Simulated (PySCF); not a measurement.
## Electronic structure of C$_{3}$H$_{13}$NSSi$_{3}$ in real space

```yaml
atoms:
  - { symbol: C, position_ang: [2.4729, 0.6755, 1.3782] }
  - { symbol: C, position_ang: [1.6936, 0.3612, 0.3540] }
  - { symbol: C, position_ang: [1.8759, 0.9793, -0.9977] }
  - { symbol: Si, position_ang: [0.3068, -0.8990, 0.5264] }
  - { symbol: S, position_ang: [0.8510, -2.5061, -0.8099] }
  - { symbol: N, position_ang: [-1.2364, -0.2330, 0.0812] }
  - { symbol: Si, position_ang: [-2.4210, -1.2011, -0.7690] }
  - { symbol: Si, position_ang: [-1.6252, 1.4291, 0.4662] }
  - { symbol: H, position_ang: [2.3460, 0.2272, 2.3489] }
  - { symbol: H, position_ang: [3.2747, 1.3935, 1.2897] }
  - { symbol: H, position_ang: [2.6832, 1.7095, -0.9947] }
  - { symbol: H, position_ang: [2.1030, 0.2037, -1.7293] }
  - { symbol: H, position_ang: [0.9529, 1.4690, -1.3084] }
  - { symbol: H, position_ang: [0.2244, -1.4787, 1.8700] }
  - { symbol: H, position_ang: [-0.1415, -3.3150, -0.4834] }
  - { symbol: H, position_ang: [-2.0112, -1.3555, -2.1639] }
  - { symbol: H, position_ang: [-2.4896, -2.5051, -0.1008] }
  - { symbol: H, position_ang: [-3.6983, -0.5055, -0.6639] }
  - { symbol: H, position_ang: [-1.7936, 2.1675, -0.7880] }
  - { symbol: H, position_ang: [-0.5138, 1.9586, 1.2494] }
  - { symbol: H, position_ang: [-2.8626, 1.4418, 1.2444] }
```

Geometry: GFN2-xTB.

Method: PBE0/pcSseg-1, SCF density, gas phase, non-relativistic (PySCF).

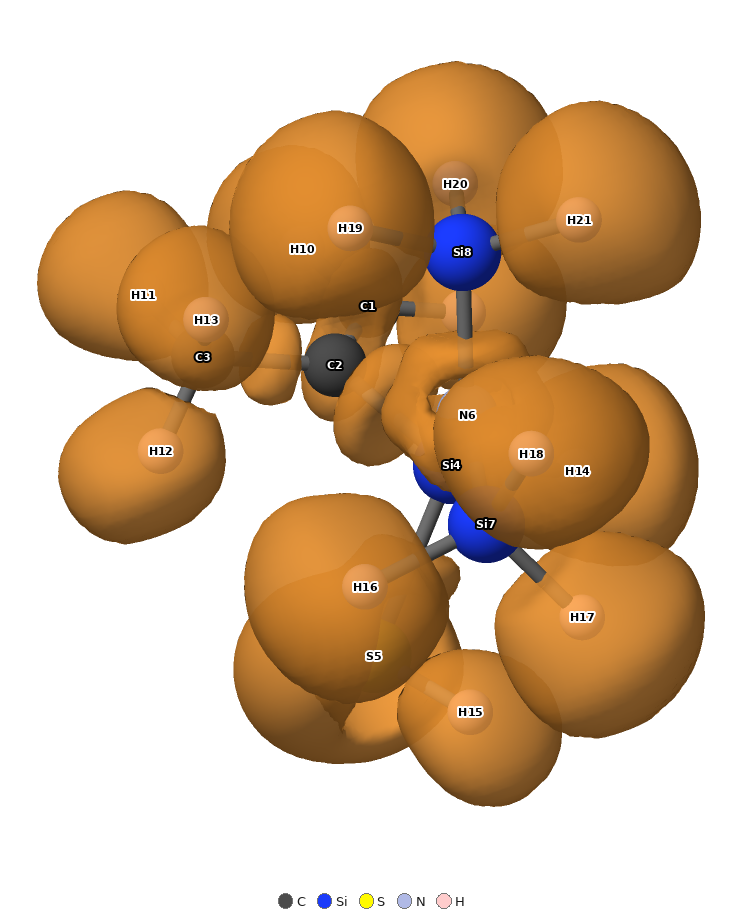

Figure 1. Isosurface of the ELF at 0.8 (orange), seen at an oblique angle. Core shells and regions of very low density are left out.

Identify the bonds, lone pairs and shells in this picture.

The ELF exceeds this value in two regions between bonded C–C atoms (shared pairs), one region between bonded C–Si atoms (shared pairs), 13 regions around hydrogen nuclei, one region on N in which the atom's valence shell and bonds are merged and one region on S in which the atom's valence shell and bonds are merged. Profiles from the grid: C–C (1.32 Å): the ELF peaks at about 0.90 between the atoms: a short, multiple covalent bond. Si–N (1.74 Å): the ELF peaks at about 0.90 between the atoms; a shared but strongly polarised pair.

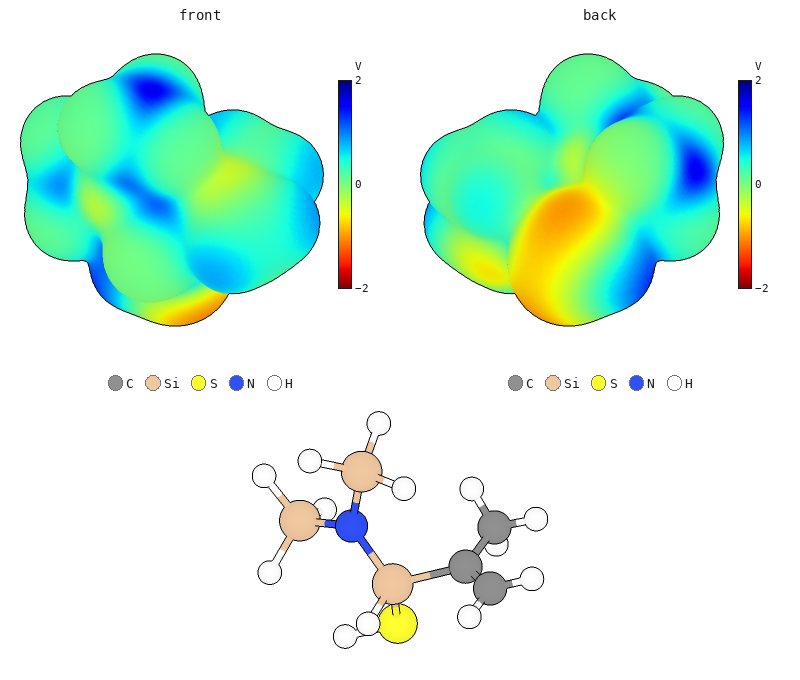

Figure 2. The electrostatic potential painted on the density surface at 0.002 e/bohr³, seen from the front and from behind; red is negative and blue positive. The bare structure is drawn below in the same view.

Which sites attract a positive test charge, and which a negative one?

A positive charge is drawn to the negative regions and a negative charge to the positive ones. The most negative region (about −1.0 V) lies over S5, the most positive (about +1.5 V) over Si7 and Si8.

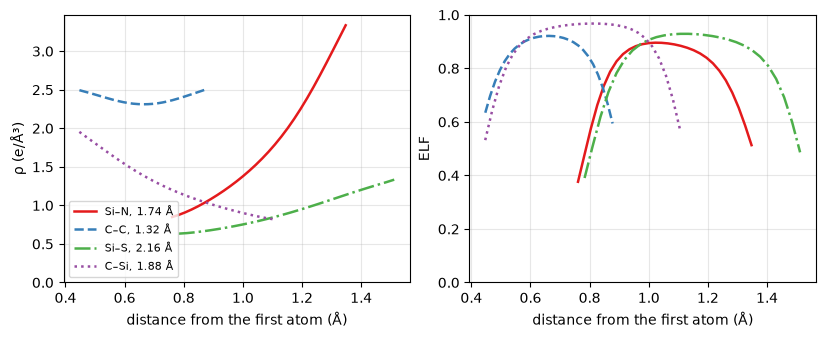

Figure 3. Total electron density and ELF along straight lines between neighbouring atoms. The curves leave out the atomic cores.

What can be read from the curves?

Si–N (1.74 Å): the density is about 1 e/Å³ at the midpoint; the ELF peaks at about 0.90 between the atoms; a polar covalent bond.
C–C (1.32 Å): the density is about 2.3 e/Å³ at the midpoint; the ELF peaks at about 0.90 between the atoms (a short, multiple covalent bond).
Si–S (2.16 Å): the density is about 0.82 e/Å³ at the midpoint; the ELF peaks at about 0.95 between the atoms, as expected for localised, covalent bonding.
C–Si (1.88 Å): ρ is about 0.96 e/Å³ halfway; the ELF peaks at about 0.95 between the atoms; a covalent bond.
